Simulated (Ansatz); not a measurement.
**Br2HInS2: a spread of methods and bases**

How do the results and run time of Br2HInS2 respond when the settings are drawn wide?

The runs use Ansatz 0.2.0, Gaussian basis; the settings change from run to run.

**1. The molecule**

The structure was relaxed beforehand with PBE0-D4 in a triple-zeta def2 set. In takes a core potential in def2 sets; no spin-orbit term is included.

SMILES `S[S][In]([Br])[Br]`, 6 atoms, charge 0, spin multiplicity 1.

Atoms are counted from 1 here; the program's logs count them from 0.

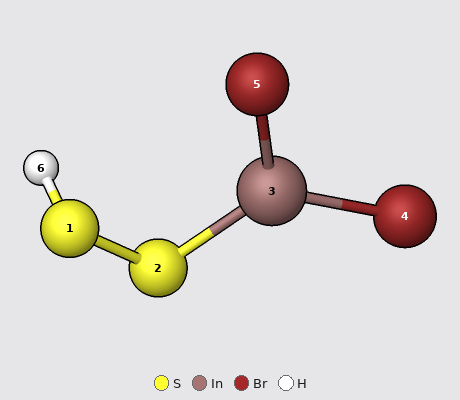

The structure; sulfur yellow, indium brown, bromine red, hydrogen white; atoms are numbered from 1 in the order of the file.

**2. RPA/def2-TZVPD**

This run has unrestricted orbitals, atoms shaken by 0.15 Å, a point charge of 1.00 e beside it.

File in.yaml:

```yaml
crystal:
  periodic: [false, false, false]
  atoms:
    - {symbol: S, position_ang: [0.921393, 2.118051, 0.981233]}
    - {symbol: S, position_ang: [0.289725, 0.170135, 1.747652]}
    - {symbol: In, position_ang: [-0.103040, -1.085697, -0.194996]}
    - {symbol: Br, position_ang: [-0.884322, -3.339264, -0.390436]}
    - {symbol: Br, position_ang: [0.072433, -0.261818, -2.566959]}
    - {symbol: H, position_ang: [-0.010826, 2.652283, 0.963609]}
basis:
  gaussian: {orbitals: def2-TZVPD, point_charges: [{charge: 1.00, position_ang: [4.530, -0.722, 0.527]}]}
magnetization: {spin_polarized: true, initial_magnetization: 0}
hamiltonian: {xc: {name: PBE0}}
correlation: {method: rpa}
```

Command:

```
ansatz run in.yaml --threads 2 --pin off --events-out ev --progress --plain --max-ram 32768MiB --backend cuda --devices 0, --max-vram 18GiB
```

Standard output:

```text
Functional definition: PBE0
  name "PBE0"
  cite "Adamo & Barone, J. Chem. Phys. 110, 6158 (1999) doi:10.1063/1.478522"
  cite "Perdew, Burke & Ernzerhof, Phys. Rev. Lett. 77, 3865 (1996) doi:10.1103/PhysRevLett.77.3865"
  parent pbe
  parameter a = 0.25
  parameter kappa = 0.804
  parameter beta = 0.06672455060314922
  exchange = (1 - a)*pbe_x(kappa = kappa, mu = beta*pi^2/3) + a*exact_x
  correlation = pbe_c(beta = beta)
1869 factors; integrals over basis functions are off by at most 7.0e-4 eV
mean field evaluation 1: about -166931.5710 eV, gradient 1.6e1 eV
mean field evaluation 2: about -166931.7020 eV, gradient 1.6e1 eV
mean field evaluation 4: about -166932.9207 eV, gradient 3.7e0 eV
mean field evaluation 8: about -166932.9822 eV, gradient 3.6e-1 eV
mean field evaluation 16: about -166932.9829 eV, gradient 1.4e-4 eV
mean field -166932.98292559 eV, -6134.6739712756 hartree, gradient 5.1e-6 eV, S^2 0.000000; 0 other end points of the search recorded, 0 dependent functions left out
32 core orbitals not correlated: weight in the atoms' cores, before any rotation towards them, 1.000 or more for the frozen orbitals, at most 0.000 for the correlated occupied ones
reference -166799.36779608 eV, -6129.7637058337 hartree; 30, 30 occupied and 209, 209 virtual orbitals, 1869 factors
Total energy: -166842.91406659 eV, -6131.3640017582 hartree
```

It took 11 s on 1 × H100 (card shared with other runs) with 2 threads of AMD EPYC 7R13, shared host; peak host memory 1.3 GiB.

⟨S²⟩ 0.000.

**3. wPBEh/def2-TZVP**

Set apart from the defaults: density fitting with def2-universal-jkfit.

File in.yaml:

```yaml
crystal:
  periodic: [false, false, false]
  atoms:
    - {symbol: S, position_ang: [0.923012, 1.888002, 0.957822]}
    - {symbol: S, position_ang: [0.199428, 0.078402, 1.615964]}
    - {symbol: In, position_ang: [-0.156476, -1.092781, -0.435464]}
    - {symbol: Br, position_ang: [-0.828784, -3.450784, -0.409981]}
    - {symbol: Br, position_ang: [0.114124, 0.038741, -2.588113]}
    - {symbol: H, position_ang: [-0.251304, 2.538419, 0.859774]}
basis:
  gaussian: {orbitals: def2-TZVP, fitting: {mean_field: def2-universal-jkfit}}
hamiltonian: {xc: {name: wPBEh}}
```

Command:

```
ansatz run in.yaml --threads 2 --pin off --events-out ev --progress --plain --max-ram 32768MiB --backend cpu
```

Standard output, shortened:

```text
Functional definition: wPBEh
  name "wPBEh"
  cite "Heyd, Scuseria & Ernzerhof, J. Chem. Phys. 118, 8207 (2003) doi:10.1063/1.1564060"
  cite "Krukau, Vydrov, Izmaylov & Scuseria, J. Chem. Phys. 125, 224106 (2006) doi:10.1063/1.2404663"
  cite "Heyd & Scuseria, J. Chem. Phys. 120, 7274 (2004) doi:10.1063/1.1668634"
  cite "Ernzerhof & Perdew, J. Chem. Phys. 109, 3313 (1998) doi:10.1063/1.476928"
  cite "Perdew, Burke & Ernzerhof, Phys. Rev. Lett. 77, 3865 (1996) doi:10.1103/PhysRevLett.77.3865"
  parent pbe
[...]
1024 factors; integrals over basis functions are off by at most 5.6e-1 eV
1024 factors; integrals over basis functions are off by at most 1.9e-7 eV
[...]
mean field -166934.69951093 eV, -6134.7370546233 hartree, gradient 5.6e-5 eV, S^2 0.000000; 0 other end points of the search recorded, 0 dependent functions left out
reference -166934.69955589 eV, -6134.7370562754 hartree; 62, 62 occupied and 164, 164 virtual orbitals, 1024 factors
Total energy: -166934.69955589 eV, -6134.7370562754 hartree
```

Run time: 9.5 s. Hardware: 2 threads of AMD EPYC 7R13, shared host; peak memory 1.2 GiB.

**4. B2GP-PLYP/def2-SVP**

This run has charge +1, multiplicity 2, a grid of angular degree 47, the search for lower states set to full.

in.yaml, as its differences from that of step 3:

```diff
@@ -10,3 +10,7 @@
 basis:
-  gaussian: {orbitals: def2-TZVP, fitting: {mean_field: def2-universal-jkfit}}
-hamiltonian: {xc: {name: wPBEh}}
+  gaussian: {orbitals: def2-SVP, final_grid: {core_spheres: 20, valence_spheres: 16, degree: 47}}
+total_charge: 1
+magnetization: {spin_polarized: true, initial_magnetization: 1}
+hamiltonian: {xc: {name: B2GP-PLYP}}
+scf: {lower_state_search: full}
+output: {forces: true}
```

The command is unchanged.

Standard output, shortened:

```text
Functional definition: B2GP-PLYP
  name "B2GP-PLYP"
  cite "Karton, Tarnopolsky, Lamère, Schatz & Martin, J. Phys. Chem. A 112, 12868 (2008) doi:10.1021/jp801805p"
  cite "Becke, Phys. Rev. A 38, 3098 (1988) doi:10.1103/PhysRevA.38.3098"
  cite "Lee, Yang & Parr, Phys. Rev. B 37, 785 (1988) doi:10.1103/PhysRevB.37.785"
[...]
1319 factors; integrals over basis functions are off by at most 8.4e-4 eV
[...]
mean field -166866.33054899 eV, -6132.2245416143 hartree, gradient 7.2e-6 eV, S^2 0.759926; 5 other end points of the search recorded, 0 dependent functions left out
32 core orbitals not correlated: weight in the atoms' cores, before any rotation towards them, 1.000 or more for the frozen orbitals, at most 0.000 for the correlated occupied ones
reference -166866.33067867 eV, -6132.2245463798 hartree; 30, 29 occupied and 69, 70 virtual orbitals, 1319 factors
second order -24.51310209 eV of doubles, -0.00000000 eV of singles
[...]
Total energy: -166875.15539542 eV, -6132.5488487388 hartree
Atom 0 at     0.923012     1.888002     0.957822 Å, force    -0.081701    -0.914531     0.365720 eV/Å
Atom 1 at     0.199428     0.078402     1.615964 Å, force     0.581115     1.566441     1.053649 eV/Å
Atom 2 at    -0.156476    -1.092781    -0.435464 Å, force    -0.394603    -1.391402    -1.926025 eV/Å
Atom 3 at    -0.828784    -3.450784    -0.409981 Å, force     0.083913     0.289676     0.295664 eV/Å
Atom 4 at     0.114124     0.038741    -2.588113 Å, force     0.057980     0.208246     0.232788 eV/Å
Atom 5 at    -0.251304     2.538419     0.859774 Å, force    -0.246703     0.241570    -0.021795 eV/Å
Dipole moment:     0.255306     1.501122     1.105123 e Å
```

It took 73 s on 2 threads of AMD EPYC 7R13, shared host; peak memory 1 GiB.

Largest force 2.409 eV/Å, ⟨S²⟩ 0.760.

**5. PBE/STO-3G**

Options: charge +1, multiplicity 2, restricted open-shell orbitals, a grid of angular degree 11, D3(BJ) with three-body dispersion, high accuracy, the search for lower states set to full.

in.yaml, as its differences from that of step 4:

```diff
@@ -10,6 +10,7 @@
 basis:
-  gaussian: {orbitals: def2-SVP, final_grid: {core_spheres: 20, valence_spheres: 16, degree: 47}}
+  gaussian: {orbitals: STO-3G, final_grid: {core_spheres: 5, valence_spheres: 4, degree: 11}}
 total_charge: 1
-magnetization: {spin_polarized: true, initial_magnetization: 1}
-hamiltonian: {xc: {name: B2GP-PLYP}}
+magnetization: {spin_polarized: false, initial_magnetization: 1}
+hamiltonian: {xc: {name: PBE}, dispersion: d3bjatm}
+accuracy: high
 scf: {lower_state_search: full}
```

Launched as before.

Standard output, shortened:

```text
Functional definition: PBE
  name "PBE"
  cite "Perdew, Burke & Ernzerhof, Phys. Rev. Lett. 77, 3865 (1996) doi:10.1103/PhysRevLett.77.3865"
  parent pbe
[...]
1396 factors; integrals over basis functions are off by at most 1.5e-8 eV
[...]
mean field -314649.51805833 eV, -11563.1565115401 hartree, gradient 5.9e-8 eV, S^2 0.750000; 20 other end points of the search recorded, 0 dependent functions left out
[...]
reference -314649.51806000 eV, -11563.1565116015 hartree; 76, 75 occupied and 6, 7 virtual orbitals, 1396 factors
Total energy: -314649.75710366 eV, -11563.1652962940 hartree
Atom 0 at     0.923012     1.888002     0.957822 Å, force     1.653651     0.458714    -0.123094 eV/Å
Atom 1 at     0.199428     0.078402     1.615964 Å, force    -0.593902    -1.482826    -0.591361 eV/Å
Atom 2 at    -0.156476    -1.092781    -0.435464 Å, force    -0.156351    -0.634962    -0.850686 eV/Å
Atom 3 at    -0.828784    -3.450784    -0.409981 Å, force     0.441438     1.600767     0.253550 eV/Å
Atom 4 at     0.114124     0.038741    -2.588113 Å, force    -0.142283    -0.603974     1.323895 eV/Å
Atom 5 at    -0.251304     2.538419     0.859774 Å, force    -1.202553     0.662281    -0.012305 eV/Å
Dipole moment:     0.095421     0.940449     0.802257 e Å
```

It took 17 s on 2 threads of AMD EPYC 7R13, shared host.

Largest force 1.721 eV/Å.

**6. wB97X-V/def2-SVP**

in.yaml, as its differences from that of step 5:

```diff
@@ -10,8 +10,3 @@
 basis:
-  gaussian: {orbitals: STO-3G, final_grid: {core_spheres: 5, valence_spheres: 4, degree: 11}}
-total_charge: 1
-magnetization: {spin_polarized: false, initial_magnetization: 1}
-hamiltonian: {xc: {name: PBE}, dispersion: d3bjatm}
-accuracy: high
-scf: {lower_state_search: full}
-output: {forces: true}
+  gaussian: {orbitals: def2-SVP}
+hamiltonian: {xc: {name: wB97X-V}}
```

Launched as before.

Standard output, shortened:

```text
Functional definition: wB97X-V
  name "wB97X-V"
  cite "Mardirossian & Head-Gordon, Phys. Chem. Chem. Phys. 16, 9904 (2014) doi:10.1039/C3CP54374A"
  cite "Becke, J. Chem. Phys. 107, 8554 (1997) doi:10.1063/1.475007"
  cite "Vydrov & Van Voorhis, J. Chem. Phys. 133, 244103 (2010) doi:10.1063/1.3521275"
[...]
      + integral(e_c_pw_opposite_spin*poly(b97_u_opposite, cos0, cos1)) + vv10(b, c)
1319 factors; integrals over basis functions are off by at most 8.4e-4 eV
301 factors; integrals over basis functions are off by at most 7.5e-6 eV
[...]
mean field -166916.76037334 eV, -6134.0778034766 hartree, gradient 1.0e-5 eV, S^2 0.000000; 0 other end points of the search recorded, 0 dependent functions left out
reference -166916.76037130 eV, -6134.0778034016 hartree; 62, 62 occupied and 69, 69 virtual orbitals, 1319 factors
Total energy: -166916.76037130 eV, -6134.0778034016 hartree
```

Run time: 9.5 s. Hardware: 2 threads of AMD EPYC 7R13, shared host.

**7. revPBE/def2-TZVP**

Options: a point charge of 0.50 e beside it.

in.yaml, as its differences from that of step 6:

```diff
@@ -10,3 +10,3 @@
 basis:
-  gaussian: {orbitals: def2-SVP}
-hamiltonian: {xc: {name: wB97X-V}}
+  gaussian: {orbitals: def2-TZVP, point_charges: [{charge: 0.50, position_ang: [4.411, -0.798, -0.400]}]}
+hamiltonian: {xc: {name: revPBE}}
```

Launched as before.

Standard output:

```text
Functional definition: revPBE
  name "revPBE"
  cite "Zhang & Yang, Phys. Rev. Lett. 80, 890 (1998) doi:10.1103/PhysRevLett.80.890"
  cite "Perdew, Burke & Ernzerhof, Phys. Rev. Lett. 77, 3865 (1996) doi:10.1103/PhysRevLett.77.3865"
  parameter kappa = 1.245
  parameter beta = 0.06672455060314922
  exchange = pbe_x(kappa = kappa, mu = beta*pi^2/3)
  correlation = pbe_c(beta = beta)
1706 factors; their error is unknown
mean field evaluation 1: about -166941.9983 eV, gradient 2.6e1 eV
mean field evaluation 2: about -166938.8615 eV, gradient 4.3e1 eV
mean field evaluation 4: about -166943.7552 eV, gradient 3.9e0 eV
mean field evaluation 8: about -166943.7377 eV, gradient 1.4e-1 eV
mean field evaluation 16: about -166943.7378 eV, gradient 4.3e-5 eV
mean field -166943.73777405 eV, -6135.0692046665 hartree, gradient 4.3e-5 eV, S^2 0.000000; 0 other end points of the search recorded, 0 dependent functions left out
reference -166943.73783357 eV, -6135.0692068541 hartree; 62, 62 occupied and 164, 164 virtual orbitals, 1706 factors
Total energy: -166943.73783357 eV, -6135.0692068541 hartree
```

Run time: 3.8 s. Hardware: 2 threads of AMD EPYC 7R13, shared host.

**8. LC-wPBE/def2-TZVP**

Options: a grid of angular degree 11.

in.yaml, as its differences from that of step 7:

```diff
@@ -10,3 +10,4 @@
 basis:
-  gaussian: {orbitals: def2-TZVP, point_charges: [{charge: 0.50, position_ang: [4.411, -0.798, -0.400]}]}
-hamiltonian: {xc: {name: revPBE}}
+  gaussian: {orbitals: def2-TZVP, final_grid: {core_spheres: 5, valence_spheres: 4, degree: 11}}
+hamiltonian: {xc: {name: LC-wPBE}}
+output: {forces: true}
```

The command is unchanged.

Standard output, shortened:

```text
Functional definition: LC-wPBE
  name "LC-wPBE"
  cite "Vydrov & Scuseria, J. Chem. Phys. 125, 234109 (2006) doi:10.1063/1.2409292"
  cite "Heyd & Scuseria, J. Chem. Phys. 120, 7274 (2004) doi:10.1063/1.1668634"
  cite "Ernzerhof & Perdew, J. Chem. Phys. 109, 3313 (1998) doi:10.1063/1.476928"
  cite "Perdew, Burke & Ernzerhof, Phys. Rev. Lett. 77, 3865 (1996) doi:10.1103/PhysRevLett.77.3865"
  parent pbe
[...]
1706 factors; their error is unknown
468 factors; integrals over basis functions are off by at most 2.7e-5 eV
[...]
mean field -166933.41130894 eV, -6134.6897140734 hartree, gradient 4.1e-5 eV, S^2 0.000000; 0 other end points of the search recorded, 0 dependent functions left out
[...]
reference -166933.41130895 eV, -6134.6897140737 hartree; 62, 62 occupied and 164, 164 virtual orbitals, 1706 factors
Total energy: -166933.41130895 eV, -6134.6897140737 hartree
Atom 0 at     0.923012     1.888002     0.957822 Å, force    -0.248007    -0.037453     0.031025 eV/Å
Atom 1 at     0.199428     0.078402     1.615964 Å, force    -0.000177    -0.085438    -0.441911 eV/Å
Atom 2 at    -0.156476    -1.092781    -0.435464 Å, force    -0.004343    -0.001999    -0.009769 eV/Å
Atom 3 at    -0.828784    -3.450784    -0.409981 Å, force     0.105545     0.414946     0.037472 eV/Å
Atom 4 at     0.114124     0.038741    -2.588113 Å, force    -0.026648    -0.179801     0.340287 eV/Å
Atom 5 at    -0.251304     2.538419     0.859774 Å, force     0.173629    -0.110255     0.042896 eV/Å
Dipole moment:    -0.104855     0.247615     0.117604 e Å
```

Wall time 6 s (2 threads of AMD EPYC 7R13, shared host).

Largest force 0.450 eV/Å, dipole 1.41 D.

**9. BHLYP/x2c-TZVPPall**

This run has atoms shaken by 0.03 Å, D3(BJ) dispersion.

File in.yaml:

```yaml
crystal:
  periodic: [false, false, false]
  atoms:
    - {symbol: S, position_ang: [0.933508, 1.874943, 0.951470]}
    - {symbol: S, position_ang: [0.209393, 0.042171, 1.585889]}
    - {symbol: In, position_ang: [-0.183042, -1.046156, -0.409217]}
    - {symbol: Br, position_ang: [-0.826095, -3.456783, -0.423662]}
    - {symbol: Br, position_ang: [0.119506, 0.012429, -2.566899]}
    - {symbol: H, position_ang: [-0.311069, 2.558320, 0.872007]}
basis:
  gaussian: {orbitals: x2c-TZVPPall}
hamiltonian: {xc: {name: BHLYP}, dispersion: d3bj}
output: {forces: true}
```

Launched as before.

Standard output, shortened:

```text
Functional definition: BHLYP
  name "BHLYP"
  cite "Becke, J. Chem. Phys. 98, 1372 (1993) doi:10.1063/1.464304"
  cite "Becke, Phys. Rev. A 38, 3098 (1988) doi:10.1103/PhysRevA.38.3098"
  cite "Lee, Yang & Parr, Phys. Rev. B 37, 785 (1988) doi:10.1103/PhysRevB.37.785"
[...]
1823 factors; integrals over basis functions are off by at most 8.9e-4 eV
[...]
mean field -323621.54700809 eV, -11892.8724939840 hartree, gradient 3.4e-5 eV, S^2 0.000000; 0 other end points of the search recorded, 0 dependent functions left out
[...]
reference -323621.54719741 eV, -11892.8725009417 hartree; 76, 76 occupied and 178, 178 virtual orbitals, 1823 factors
Total energy: -323622.02533817 eV, -11892.8900722905 hartree
Relativity: scalar
Atom 0 at     0.933508     1.874943     0.951470 Å, force    -1.748682     0.878542    -0.110868 eV/Å
Atom 1 at     0.209393     0.042171     1.585889 Å, force     0.172388     0.519496     0.985970 eV/Å
Atom 2 at    -0.183042    -1.046156    -0.409217 Å, force    -0.231926    -1.086354    -0.719410 eV/Å
Atom 3 at    -0.826095    -3.456783    -0.423662 Å, force     0.085668     0.438657     0.028128 eV/Å
Atom 4 at     0.119506     0.012429    -2.566899 Å, force     0.007684     0.147646    -0.289731 eV/Å
Atom 5 at    -0.311069     2.558320     0.872007 Å, force     1.714868    -0.897986     0.105911 eV/Å
Dipole moment:    -0.083970     0.380210     0.182414 e Å
```

Run time: 17 s. Hardware: 2 threads of AMD EPYC 7R13, shared host; peak memory 1 GiB.

Largest force 1.960 eV/Å, dipole 2.07 D.

**10. SVWN5/x2c-TZVPPall**

Options: atoms shaken by 0.15 Å, the search for lower states set to full.

File in.yaml:

```yaml
crystal:
  periodic: [false, false, false]
  atoms:
    - {symbol: S, position_ang: [1.051766, 1.990627, 1.008625]}
    - {symbol: S, position_ang: [0.126700, 0.104209, 1.812260]}
    - {symbol: In, position_ang: [-0.197930, -1.206881, -0.429876]}
    - {symbol: Br, position_ang: [-0.977073, -3.299820, -0.371254]}
    - {symbol: Br, position_ang: [0.199949, 0.106132, -2.597204]}
    - {symbol: H, position_ang: [-0.307871, 2.399348, 0.674768]}
basis:
  gaussian: {orbitals: x2c-TZVPPall}
hamiltonian: {xc: {name: SVWN5}}
scf: {lower_state_search: full}
output: {forces: true}
```

Same command.

Standard output, shortened:

```text
Functional definition: SVWN5
  name "SVWN5"
  cite "Dirac, Proc. Camb. Phil. Soc. 26, 376 (1930) doi:10.1017/S0305004100016108"
  cite "Slater, Phys. Rev. 81, 385 (1951) doi:10.1103/PhysRev.81.385"
  cite "Vosko, Wilk & Nusair, Can. J. Phys. 58, 1200 (1980) doi:10.1139/p80-159"
[...]
1952 factors; their error is unknown
[...]
mean field -323187.14991756 eV, -11876.9086953521 hartree, gradient 3.0e-5 eV, S^2 0.000000; 0 other end points of the search recorded, 0 dependent functions left out
[...]
reference -323187.14995539 eV, -11876.9086967425 hartree; 76, 76 occupied and 178, 178 virtual orbitals, 1952 factors
Total energy: -323187.14995539 eV, -11876.9086967425 hartree
Relativity: scalar
Atom 0 at     1.051766     1.990627     1.008625 Å, force    -3.020277    -1.367780     0.286378 eV/Å
Atom 1 at     0.126700     0.104209     1.812260 Å, force     0.854673     0.779229    -2.099308 eV/Å
Atom 2 at    -0.197930    -1.206881    -0.429876 Å, force     1.538794     4.614577     0.407667 eV/Å
Atom 3 at    -0.977073    -3.299820    -0.371254 Å, force    -1.187651    -3.253960     0.027299 eV/Å
Atom 4 at     0.199949     0.106132    -2.597204 Å, force    -0.161443    -0.593468     1.045542 eV/Å
Atom 5 at    -0.307871     2.399348     0.674768 Å, force     1.975904    -0.178598     0.332423 eV/Å
Dipole moment:    -0.153497    -0.090103     0.076790 e Å
```

It took 4.9 s on 2 threads of AMD EPYC 7R13, shared host.

Largest force 4.881 eV/Å, dipole 0.93 D.

**11. All runs side by side**

| level | charge | multiplicity | geometry | functions | energy (eV) | time |
| --- | --- | --- | --- | --- | --- | --- |
| RPA/def2-TZVPD | 0 | 1 | shaken, point charge | 271 | -166842.914 | 11 s |
| wPBEh/def2-TZVP | 0 | 1 | relaxed | 226 | -166934.700 | 9.5 s |
| B2GP-PLYP/def2-SVP | 1 | 2 | relaxed | 131 | -166875.155 | 73 s |
| PBE/STO-3G | 1 | 2 | relaxed | 82 | -314649.757 | 17 s |
| wB97X-V/def2-SVP | 0 | 1 | relaxed | 131 | -166916.760 | 9.5 s |
| revPBE/def2-TZVP | 0 | 1 | relaxed, point charge | 226 | -166943.738 | 3.8 s |
| LC-wPBE/def2-TZVP | 0 | 1 | relaxed | 226 | -166933.411 | 6 s |
| BHLYP/x2c-TZVPPall | 0 | 1 | shaken | 254 | -323622.025 | 17 s |
| SVWN5/x2c-TZVPPall | 0 | 1 | shaken | 254 | -323187.150 | 4.9 s |

**12. What came out**

```
                                         quantity                     value
                                             runs                         9
                                         quickest   revPBE/def2-TZVP, 3.8 s
                                          slowest  B2GP-PLYP/def2-SVP, 73 s
spread of total energies, same state and geometry                   17.9 eV
```

In words: B2GP-PLYP/def2-SVP took 19 times as long as revPBE/def2-TZVP. The jobs differ in tasks and options as well as level. The totals spread over 18 eV; they can't be compared across methods or bases. At the PBE0-D4/def2-TZVP geometry and in the same state, runs without warnings or point charges leave forces up to 0.45 eV/Å (LC-wPBE/def2-TZVP), against 4.9 eV/Å where the atoms were moved.
